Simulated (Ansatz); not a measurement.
Take La₂O₃ (space group P-3m1, No. 164; a = 3.906 Å, c = 6.039 Å) as the base.

It is then changed as follows: S takes the place of O on all its sites; the structure is relaxed again.

Level of theory: PBEsol (Ansatz, a first-principles code; PAW; 420 eV plane waves; scalar-relativistic without spin-orbit coupling), earlier PAW set.

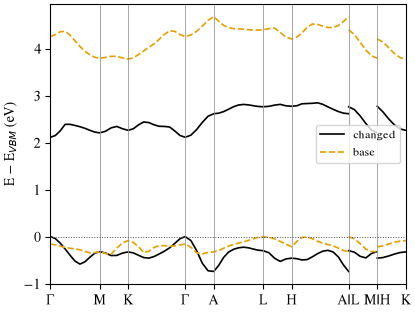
Highest valence and lowest conduction band along the path, each from its own valence-band maximum

Problem. Read the changed gap and its character from the plot.

Solution. About 2.11 eV, direct at Γ.

Whether these cells are dynamically stable was not tested. As relaxed here, La2S3 is a hypothetical phase, not in the database extracts checked.
